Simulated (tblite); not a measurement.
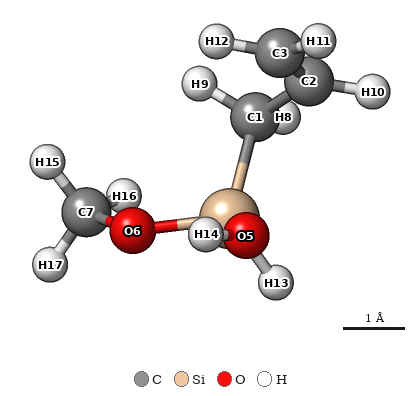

Fig. 1: The structure as given in the input (ball-and-stick view, seen at a tilt; atoms are numbered from 1 in the order of the input). Bond lengths as drawn: C–C 1.33 to 1.48 Å, C–H 1.07 to 1.10 Å, C–O 1.40 Å, C–Si 2.00 Å, H–O 0.96 Å, H–Si 1.45 Å and O–Si 1.63 Å.

# Saddle-point search, with input and output: C₄H₁₀O₂Si

- system: C₄H₁₀O₂Si
- method: GFN2-xTB saddle search (eigenvector following) and harmonic vibrations, gas phase (tblite 0.8.0)

The run did not end well.

### Log
```
step      E/eV     max force
  0    -641.04610   0.7468
  1    -641.24397   0.5483
  2    -641.34729   0.4787
  3    -641.41711   0.4215
  4    -641.46017   0.5902
  5    -641.49804   0.4932
  6    -641.52380   0.3032
  7    -641.53794   0.2564
  8    -641.54466   0.2921
  9    -641.54780   0.1888
 10    -641.55037   0.2116
 11    -641.55656   0.1202
 12    -641.55982   0.1245
 13    -641.56196   0.1524
 14    -641.56119   0.2336
 15    -641.56257   0.3473
 16    -641.56463   0.1262
 17    -641.56388   0.0941
 18    -641.56404   0.1356
 19    -641.56465   0.0672
 20    -641.56422   0.0584
 21    -641.56211   0.1491
 22    -641.56465   0.1061
 23    -641.56427   0.0303
 24    -641.56408   0.0149
 25    -641.56451   0.0156
 26    -641.56481   0.0581
 27    -641.56473   0.0129
 28    -641.56488   0.0188
 29    -641.56506   0.0318
 30    -641.56522   0.0117
 31    -641.56535   0.0125
 32    -641.56550   0.0176
 33    -641.56550   0.0300
 34    -641.56567   0.0236
 35    -641.56588   0.0394
 36    -641.56590   0.0298
 37    -641.56613   0.0659
 38    -641.56609   0.0171
 39    -641.56650   0.0049
 40    -641.56722   0.0088
 41    -641.56756   0.0141
 42    -641.56798   0.0267
 43    -641.56831   0.0169
 44    -641.56949   0.0142
 45    -641.57116   0.0717
 46    -641.56987   0.0110
 47    -641.57051   0.0248
 48    -641.57108   0.0437
 49    -641.57226   0.0181
 50    -641.57241   0.0951
 51    -641.57260   0.0088
 52    -641.57304   0.0219
 53    -641.57320   0.0450
 54    -641.57321   0.0057
 55    -641.57346   0.0091
 56    -641.57394   0.0057
 57    -641.57461   0.0067
 58    -641.57528   0.0088
 59    -641.57596   0.0073
 60    -641.57692   0.0105
 61    -641.57790   0.0073
 62    -641.57924   0.0145
 63    -641.58058   0.0167
 64    -641.58190   0.0159
 65    -641.58364   0.0263
 66    -641.58537   0.0178
 67    -641.58731   0.0496
 68    -641.58629   0.0075
 69    -641.58745   0.0170
 70    -641.58852   0.0198
lowest wavenumbers (cm-1): -93.2 39.0 62.1 89.8 134.7 161.5
```

### Trajectory as extended XYZ (Å, eV, eV/Å), 12 frames, from step=0 to step=70
```
17
Properties=species:S:1:pos:R:3:forces:R:3 step=0 energy=-641.04610
C    -0.7413   -1.0450    0.0525    0.2170   0.4250  -0.3230
C    -1.8952   -0.3393    0.6461    0.0960   0.5370   0.5100
C    -1.7175    0.5424    1.6226   -0.3180  -0.3930  -0.0930
Si    0.0370    0.5060   -0.9469    0.0300  -0.3530  -0.1850
O    -0.3441    2.0778   -0.7226   -0.0780  -0.3870   0.1430
O     1.6330    0.5152   -0.6343   -0.0200  -0.0860  -0.0100
C     2.4192   -0.6313   -0.5150    0.1230  -0.0680   0.0210
H    -1.0532   -1.9732   -0.4430    0.1740   0.5150  -0.3770
H    -0.0109   -1.3517    0.8014   -0.0370   0.1510   0.1920
H    -2.8333   -0.3799    0.1205   -0.0940  -0.0740  -0.1080
H    -2.4901    1.2318    1.8847   -0.1800   0.0600   0.4000
H    -0.7885    0.5662    2.1635    0.0250   0.2210   0.0330
H    -0.3039    0.3394   -2.3448   -0.0590  -0.0690  -0.2050
H     0.1992    2.7124   -0.2472   -0.1240  -0.4110  -0.0530
H     2.7521   -0.6978    0.5247    0.1310  -0.1270  -0.1000
H     1.8562   -1.5307   -0.7799    0.1530   0.0550   0.0550
H     3.2814   -0.5422   -1.1822   -0.0390   0.0040   0.1000
17
Properties=species:S:1:pos:R:3:forces:R:3 step=6 energy=-641.52380
C    -0.8058   -0.8438    0.0100    0.0320   0.0310  -0.0110
C    -1.9564   -0.1851    0.6845    0.0120   0.1960   0.2310
C    -1.8598    0.4563    1.8404   -0.0860  -0.1420  -0.2000
Si    0.1149    0.4406   -1.0839    0.0110  -0.0540  -0.0330
O    -0.4043    1.9468   -0.8036    0.0360   0.0110  -0.0220
O     1.6905    0.4686   -0.6576    0.0050  -0.0410   0.0000
C     2.5333   -0.6387   -0.5250    0.0260  -0.0210   0.0180
H    -1.1439   -1.6978   -0.5776   -0.0140   0.0460   0.0050
H    -0.1046   -1.2189    0.7601   -0.0380   0.0150  -0.0130
H    -2.8828   -0.1759    0.1266   -0.0050   0.0110   0.0360
H    -2.6882    0.9901    2.2735   -0.0200  -0.0560   0.0140
H    -0.9369    0.4729    2.3972   -0.0080  -0.0020  -0.0030
H    -0.0589    0.1635   -2.5109    0.0010  -0.0060   0.0390
H     0.2073    2.6016   -0.4741   -0.0210  -0.0290  -0.0040
H     2.9885   -0.6206    0.4699   -0.0070   0.0200  -0.0750
H     1.9880   -1.5773   -0.6482    0.0700   0.0320   0.0090
H     3.3190   -0.5824   -1.2812    0.0070  -0.0100   0.0090
17
Properties=species:S:1:pos:R:3:forces:R:3 step=12 energy=-641.55982
C    -0.8342   -0.7652    0.0948   -0.0030  -0.0090   0.0110
C    -1.9852   -0.0586    0.7245   -0.0120   0.0470   0.1090
C    -2.0048    0.3722    1.9756    0.0220  -0.0560  -0.1090
Si    0.1351    0.3772   -1.1056    0.0090  -0.0070   0.0040
O    -0.3422    1.9170   -0.9601   -0.0070  -0.0150   0.0000
O     1.7239    0.4293   -0.7377   -0.0130  -0.0130  -0.0050
C     2.6374   -0.6197   -0.6140    0.0180  -0.0250  -0.0010
H    -1.2039   -1.6378   -0.4488    0.0130   0.0300   0.0260
H    -0.1612   -1.1291    0.8758   -0.0280   0.0150  -0.0280
H    -2.8286    0.1258    0.0688    0.0680  -0.0070   0.0610
H    -2.8493    0.9006    2.3859    0.0190  -0.0120  -0.0110
H    -1.1713    0.2116    2.6449   -0.0750   0.0050  -0.0640
H    -0.0728   -0.0289   -2.4967    0.0010   0.0050   0.0190
H     0.2831    2.5777   -0.6740    0.0090   0.0060  -0.0050
H     2.9443   -0.7086    0.4327   -0.0080  -0.0020  -0.0570
H     2.2142   -1.5721   -0.9418    0.0280   0.0530   0.0170
H     3.5157   -0.3914   -1.2244   -0.0420  -0.0160   0.0320
17
Properties=species:S:1:pos:R:3:forces:R:3 step=19 energy=-641.56465
C    -0.8527   -0.7469    0.1118    0.0050  -0.0050   0.0020
C    -1.9801   -0.0114    0.7492    0.0120  -0.0160  -0.0230
C    -2.0289    0.3310    2.0228   -0.0130   0.0140   0.0170
Si    0.1418    0.3581   -1.0968   -0.0040   0.0030   0.0000
O    -0.3526    1.8935   -0.9634   -0.0230  -0.0340   0.0140
O     1.7299    0.4302   -0.7340    0.0060  -0.0030  -0.0040
C     2.6585   -0.6060   -0.6213    0.0280  -0.0260  -0.0070
H    -1.2544   -1.6041   -0.4325    0.0050   0.0020   0.0040
H    -0.1906   -1.1376    0.8873    0.0000   0.0030   0.0000
H    -2.7827    0.2645    0.0805   -0.0230   0.0080  -0.0230
H    -2.8577    0.8785    2.4377   -0.0080   0.0050  -0.0020
H    -1.2369    0.0771    2.7076    0.0240  -0.0090   0.0230
H    -0.0384   -0.0957   -2.4789   -0.0020   0.0010   0.0020
H     0.2958    2.5896   -0.9047    0.0250   0.0300  -0.0080
H     2.8979   -0.7681    0.4342   -0.0100  -0.0020  -0.0530
H     2.2817   -1.5389   -1.0473    0.0290   0.0490   0.0210
H     3.5693   -0.3137   -1.1520   -0.0520  -0.0210   0.0370
17
Properties=species:S:1:pos:R:3:forces:R:3 step=25 energy=-641.56451
C    -0.8539   -0.7511    0.0978    0.0010   0.0010   0.0020
C    -1.9758   -0.0164    0.7453   -0.0010   0.0010   0.0080
C    -2.0111    0.3268    2.0199   -0.0020  -0.0010  -0.0070
Si    0.1395    0.3642   -1.1012   -0.0030   0.0050   0.0020
O    -0.3597    1.8958   -0.9450    0.0100  -0.0020   0.0040
O     1.7274    0.4336   -0.7377    0.0070  -0.0030   0.0020
C     2.6496   -0.6062   -0.6047    0.0060  -0.0010   0.0010
H    -1.2590   -1.6023   -0.4527    0.0020   0.0000   0.0020
H    -0.1894   -1.1495    0.8672    0.0000   0.0010   0.0020
H    -2.7845    0.2613    0.0833   -0.0010   0.0000   0.0000
H    -2.8347    0.8764    2.4425   -0.0030   0.0000  -0.0010
H    -1.2119    0.0713    2.6973   -0.0020   0.0000   0.0000
H    -0.0387   -0.0782   -2.4875    0.0000   0.0020   0.0030
H     0.2854    2.5984   -0.9265   -0.0060  -0.0030  -0.0080
H     2.8996   -0.7375    0.4514   -0.0030  -0.0030  -0.0150
H     2.2616   -1.5476   -0.9962    0.0060   0.0050  -0.0030
H     3.5555   -0.3390   -1.1532   -0.0090  -0.0010   0.0070
17
Properties=species:S:1:pos:R:3:forces:R:3 step=31 energy=-641.56535
C    -0.8515   -0.7443    0.1131    0.0000   0.0000   0.0020
C    -1.9851   -0.0128    0.7437    0.0000   0.0010   0.0030
C    -2.0458    0.3193    2.0201   -0.0010  -0.0010  -0.0030
Si    0.1521    0.3691   -1.0772    0.0000   0.0000   0.0010
O    -0.3458    1.8977   -0.8968    0.0070   0.0060   0.0010
O     1.7413    0.4270   -0.7190    0.0030  -0.0020   0.0000
C     2.6671   -0.6136   -0.6230    0.0050  -0.0030  -0.0010
H    -1.2462   -1.5985   -0.4406    0.0020   0.0000   0.0020
H    -0.1959   -1.1382    0.8923    0.0000   0.0020   0.0020
H    -2.7805    0.2707    0.0681    0.0010  -0.0010   0.0000
H    -2.8774    0.8660    2.4308   -0.0020  -0.0010  -0.0010
H    -1.2604    0.0575    2.7110   -0.0030   0.0010  -0.0010
H    -0.0286   -0.0633   -2.4672   -0.0010   0.0000   0.0010
H     0.2840    2.6103   -0.9720   -0.0050  -0.0060   0.0000
H     2.9806   -0.7229    0.4183   -0.0030  -0.0020  -0.0120
H     2.2533   -1.5615   -0.9700    0.0050   0.0060   0.0000
H     3.5389   -0.3625   -1.2315   -0.0080  -0.0020   0.0060
17
Properties=species:S:1:pos:R:3:forces:R:3 step=38 energy=-641.56609
C    -0.8487   -0.7413    0.1136    0.0010   0.0000   0.0010
C    -1.9913   -0.0154    0.7344    0.0000  -0.0010   0.0000
C    -2.0681    0.3095    2.0117   -0.0020   0.0000  -0.0010
Si    0.1604    0.3779   -1.0661    0.0000   0.0000   0.0010
O    -0.3324    1.9061   -0.8701    0.0010   0.0000   0.0020
O     1.7477    0.4246   -0.6994    0.0020  -0.0020   0.0000
C     2.6736   -0.6177   -0.6274    0.0070  -0.0060   0.0000
H    -1.2348   -1.5969   -0.4443    0.0020   0.0000   0.0010
H    -0.1985   -1.1327    0.8986    0.0000   0.0020   0.0010
H    -2.7791    0.2700    0.0509    0.0000  -0.0020  -0.0010
H    -2.9058    0.8522    2.4153   -0.0020   0.0000  -0.0020
H    -1.2905    0.0455    2.7106   -0.0020   0.0010   0.0000
H    -0.0216   -0.0397   -2.4605   -0.0010   0.0010   0.0010
H     0.2964    2.6187   -0.9508    0.0010   0.0010   0.0020
H     3.1001   -0.6451    0.3784   -0.0020   0.0000  -0.0170
H     2.2186   -1.5849   -0.8471    0.0070   0.0120   0.0050
H     3.4740   -0.4308   -1.3477   -0.0130  -0.0060   0.0080
17
Properties=species:S:1:pos:R:3:forces:R:3 step=44 energy=-641.56949
C    -0.8109   -0.7286    0.1677   -0.0060  -0.0040   0.0060
C    -2.0076   -0.0391    0.7253    0.0010  -0.0010   0.0070
C    -2.1411    0.3261    1.9872    0.0000  -0.0030  -0.0090
Si    0.1724    0.3931   -1.0299    0.0020   0.0030   0.0000
O    -0.2924    1.9244   -0.7922    0.0030  -0.0030   0.0020
O     1.7720    0.4123   -0.7172    0.0030  -0.0040  -0.0020
C     2.6858   -0.6429   -0.6892    0.0040   0.0020  -0.0020
H    -1.1348   -1.6260   -0.3645    0.0060   0.0090   0.0090
H    -0.1649   -1.0523    0.9869   -0.0080   0.0050  -0.0060
H    -2.7867    0.1822    0.0082    0.0090  -0.0050   0.0060
H    -3.0164    0.8411    2.3453    0.0060  -0.0060  -0.0050
H    -1.3738    0.1258    2.7182   -0.0110   0.0040  -0.0080
H    -0.0640    0.0009   -2.4236    0.0000   0.0030   0.0040
H     0.3422    2.6304   -0.8847    0.0010   0.0000   0.0020
H     3.1430   -0.6906    0.3020   -0.0010   0.0000  -0.0110
H     2.2115   -1.6004   -0.9082    0.0020   0.0010   0.0020
H     3.4659   -0.4561   -1.4312   -0.0110  -0.0020   0.0030
17
Properties=species:S:1:pos:R:3:forces:R:3 step=50 energy=-641.57241
C    -0.7784   -0.7153    0.2192   -0.0120  -0.0070   0.0110
C    -2.0176   -0.0595    0.7224    0.0000   0.0010   0.0150
C    -2.1989    0.3419    1.9675    0.0030  -0.0060  -0.0170
Si    0.1810    0.4028   -0.9995    0.0040   0.0040   0.0000
O    -0.2588    1.9368   -0.7334    0.0040  -0.0070   0.0010
O     1.7904    0.4017   -0.7401   -0.0050   0.0010  -0.0030
C     2.6932   -0.6634   -0.7446   -0.0430   0.0440  -0.0010
H    -1.0491   -1.6464   -0.2853    0.0080   0.0170   0.0150
H    -0.1386   -0.9781    1.0648   -0.0140   0.0080  -0.0110
H    -2.7871    0.1038   -0.0208    0.0190  -0.0080   0.0160
H    -3.1039    0.8313    2.2861    0.0130  -0.0090  -0.0070
H    -1.4425    0.1992    2.7234   -0.0210   0.0060  -0.0180
H    -0.1034    0.0248   -2.3882   -0.0010   0.0030   0.0050
H     0.3795    2.6371   -0.8416    0.0030   0.0010   0.0020
H     3.1311   -0.7650    0.2480    0.0320  -0.0020   0.0840
H     2.2168   -1.6024   -1.0178   -0.0520  -0.0730  -0.0250
H     3.4865   -0.4493   -1.4600    0.0620   0.0290  -0.0660
17
Properties=species:S:1:pos:R:3:forces:R:3 step=57 energy=-641.57461
C    -0.7656   -0.7084    0.2375    0.0000   0.0000   0.0030
C    -2.0213   -0.0692    0.7186    0.0000  -0.0010   0.0010
C    -2.2242    0.3432    1.9561   -0.0020   0.0000  -0.0030
Si    0.1864    0.4103   -0.9860    0.0010   0.0010   0.0010
O    -0.2412    1.9451   -0.7062    0.0020   0.0000   0.0030
O     1.7982    0.3977   -0.7433    0.0010  -0.0010  -0.0010
C     2.6946   -0.6722   -0.7645    0.0000   0.0000  -0.0020
H    -1.0135   -1.6506   -0.2568    0.0040   0.0020   0.0050
H    -0.1307   -0.9476    1.0932   -0.0010   0.0040   0.0010
H    -2.7846    0.0714   -0.0348    0.0020  -0.0040   0.0010
H    -3.1409    0.8200    2.2586   -0.0020  -0.0020  -0.0030
H    -1.4747    0.2231    2.7218   -0.0050   0.0030  -0.0020
H    -0.1160    0.0420   -2.3733   -0.0010   0.0020   0.0020
H     0.3997    2.6425   -0.8182    0.0020   0.0000   0.0020
H     3.1597   -0.7672    0.2195    0.0010  -0.0010  -0.0040
H     2.2034   -1.6126   -1.0168    0.0000  -0.0010  -0.0010
H     3.4706   -0.4674   -1.5054   -0.0020  -0.0010  -0.0030
17
Properties=species:S:1:pos:R:3:forces:R:3 step=63 energy=-641.58058
C    -0.7218   -0.6844    0.3078   -0.0050  -0.0040   0.0070
C    -2.0317   -0.1024    0.7109   -0.0010   0.0000   0.0080
C    -2.3073    0.3541    1.9187    0.0010  -0.0040  -0.0100
Si    0.2033    0.4301   -0.9380    0.0030   0.0010   0.0010
O    -0.1835    1.9680   -0.6183    0.0040  -0.0020   0.0020
O     1.8231    0.3833   -0.7599    0.0000  -0.0040  -0.0010
C     2.6989   -0.7011   -0.8384   -0.0010   0.0010  -0.0010
H    -0.8919   -1.6640   -0.1462    0.0050   0.0110   0.0100
H    -0.1056   -0.8397    1.1962   -0.0080   0.0050  -0.0070
H    -2.7728   -0.0451   -0.0753    0.0110  -0.0050   0.0090
H    -3.2621    0.7876    2.1639    0.0070  -0.0060  -0.0050
H    -1.5821    0.3166    2.7160   -0.0130   0.0030  -0.0100
H    -0.1612    0.0871   -2.3169    0.0000   0.0020   0.0040
H     0.4639    2.6560   -0.7494    0.0010  -0.0010   0.0020
H     3.2004   -0.8248    0.1243   -0.0010  -0.0010  -0.0070
H     2.1817   -1.6275   -1.0904    0.0000   0.0010  -0.0010
H     3.4488   -0.4938   -1.6052   -0.0030  -0.0010  -0.0010
17
Properties=species:S:1:pos:R:3:forces:R:3 step=70 energy=-641.58852
C    -0.6583   -0.6399    0.4163   -0.0070  -0.0060   0.0080
C    -2.0373   -0.1573    0.7027   -0.0020   0.0020   0.0110
C    -2.4259    0.3603    1.8535    0.0040  -0.0050  -0.0110
Si    0.2324    0.4634   -0.8615    0.0040   0.0010   0.0000
O    -0.0866    2.0051   -0.4899    0.0050  -0.0010   0.0000
O     1.8574    0.3614   -0.7760   -0.0010  -0.0050  -0.0010
C     2.6930   -0.7437   -0.9467   -0.0020   0.0020   0.0010
H    -0.7103   -1.6618    0.0311    0.0020   0.0150   0.0090
H    -0.0837   -0.6693    1.3448   -0.0100   0.0020  -0.0110
H    -2.7334   -0.2315   -0.1228    0.0130  -0.0020   0.0130
H    -3.4295    0.7177    2.0116    0.0110  -0.0060  -0.0040
H    -1.7495    0.4534    2.6882   -0.0140   0.0010  -0.0140
H    -0.2193    0.1567   -2.2230    0.0010   0.0020   0.0040
H     0.5688    2.6779   -0.6564    0.0000  -0.0020   0.0020
H     3.2564   -0.9101   -0.0256   -0.0020   0.0000  -0.0050
H     2.1325   -1.6477   -1.1877   -0.0010   0.0010   0.0000
H     3.3934   -0.5345   -1.7585   -0.0010   0.0000  -0.0010
```

This output came from the following input.

### Input file
```
{"job": {"xc": "GFN2-xTB", "basis": "xTB", "kind": "saddle"}, "charge": 0, "multiplicity": 1}
C     -0.741269    -1.044981     0.052540
C     -1.895202    -0.339333     0.646085
C     -1.717517     0.542418     1.622584
Si     0.036953     0.505981    -0.946916
O     -0.344056     2.077789    -0.722566
O      1.632968     0.515204    -0.634312
C      2.419176    -0.631300    -0.515025
H     -1.053248    -1.973189    -0.443014
H     -0.010937    -1.351715     0.801359
H     -2.833308    -0.379942     0.120479
H     -2.490079     1.231844     1.884670
H     -0.788510     0.566165     2.163535
H     -0.303874     0.339372    -2.344817
H      0.199249     2.712406    -0.247242
H      2.752087    -0.697798     0.524743
H      1.856198    -1.530747    -0.779864
H      3.281369    -0.542174    -1.182238
```

The first line tells a small driver script what to run in tblite; the rest is the geometry in Å.

Launched with:
```bash
OMP_NUM_THREADS=1 python <driver script> task.json out
```

### Outcome

```csv
quantity,value
outcome,not converged
total energy,−641.5885 eV
point group,C1
hardware,"1 CPU thread, shared host"
wall time,13 s
peak memory,0.2 GiB
```

### Diagnosis

The run did not converge. At least one of its steps failed, so the values that rest on that step are not results.
